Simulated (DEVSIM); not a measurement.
Structure: isotype n-n heterojunction Si/Ge, at 400 K.

```csv
layer (left to right),material,thickness (μm),Nd (cm⁻³),τn (s),τp (s)
1,Si,0.790,4.2e16,1.1e-6,1.1e-6
2,Ge,0.620,9.6e17,1.1e-6,1.1e-6
```

Left contact: ohmic. Right contact: ohmic. Voltage is applied to the left contact. Recombination: SRH at mid-gap, radiative. Mobility is constant in doping.

This is a model device: material constants are rounded textbook-type values typed into the input, and sizes, dopings and lifetimes were drawn at random. Values at 300 K; Nc and Nv go as T^1.5, mobilities as T to minus their exponent, the gap by Varshni's rule with the affinity fixed.

| parameter | Si | Ge |
|---|---|---|
| gap (eV) | 1.124 | 0.664 |
| affinity (eV) | 4.05 | 4 |
| permittivity | 11.7 | 16 |
| Nc (cm⁻³) | 2.86e19 | 1.04e19 |
| Nv (cm⁻³) | 3.1e19 | 6e18 |
| μn (cm²/Vs) | 1417 | 3900 |
| μp (cm²/Vs) | 470 | 1900 |
| T exponent of μn | 2.3 | 1.66 |
| T exponent of μp | 2.2 | 2.33 |
| B (cm³/s) | 4.7e-15 | 6.4e-14 |
| Varshni α (eV/K) | 0.000473 | 0.000477 |
| Varshni β (K) | 636 | 235 |

Simulated with DEVSIM: 1D drift-diffusion, Boltzmann statistics, complete ionisation; no tunnelling, impact ionisation, image-force lowering or self-heating. Band offsets follow the typed affinities; no thermionic-emission limit at abrupt steps, no polarisation charge.

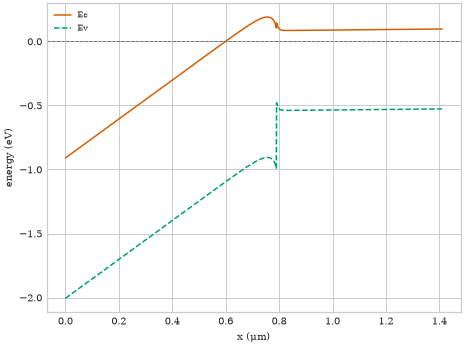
Fig. 1. Band edges at 1.15 V on the left contact

Energies count from the Fermi level of the right contact; mesh points crowd at the junctions.

```tsv
x (μm)	Ec (eV)	Ev (eV)	n (cm⁻³)	p (cm⁻³)	field (V/cm)
0.000	-0.910	-2.007	4.2e16	7.7e8	15000
0.005596	-0.902	-1.998	4.2e16	7.7e8	15000
0.01675	-0.885	-1.981	4.2e16	7.7e8	15000
0.04162	-0.847	-1.943	4.2e16	7.7e8	15000
0.1225	-0.724	-1.821	4.2e16	7.7e8	15000
0.2582	-0.518	-1.614	4.2e16	7.7e8	15000
0.5052	-0.143	-1.239	4.2e16	7.7e8	15000
0.6892	0.130	-0.967	4.5e16	1.4e9	13000
0.7437	0.187	-0.909	6.3e16	3.1e9	5400
0.7711	0.182	-0.914	1.3e17	1.9e9	-13000
0.7833	0.150	-0.947	3.8e17	5.0e8	-47000
0.7906	0.145	-0.479	1.7e17	8.5e12	-83000
0.7969	0.108	-0.516	4.9e17	2.9e12	-37000
0.8105	0.087	-0.537	9.0e17	1.6e12	-3900
0.8516	0.086	-0.538	9.6e17	1.5e12	200
0.9277	0.087	-0.537	9.6e17	1.6e12	200
1.091	0.091	-0.533	9.6e17	1.8e12	200
1.256	0.094	-0.530	9.6e17	1.9e12	200
1.357	0.096	-0.528	9.6e17	2.0e12	200
1.388	0.097	-0.527	9.6e17	2.1e12	200
1.402	0.097	-0.527	9.6e17	2.1e12	200
1.410	0.097	-0.527	9.6e17	2.1e12	200
```
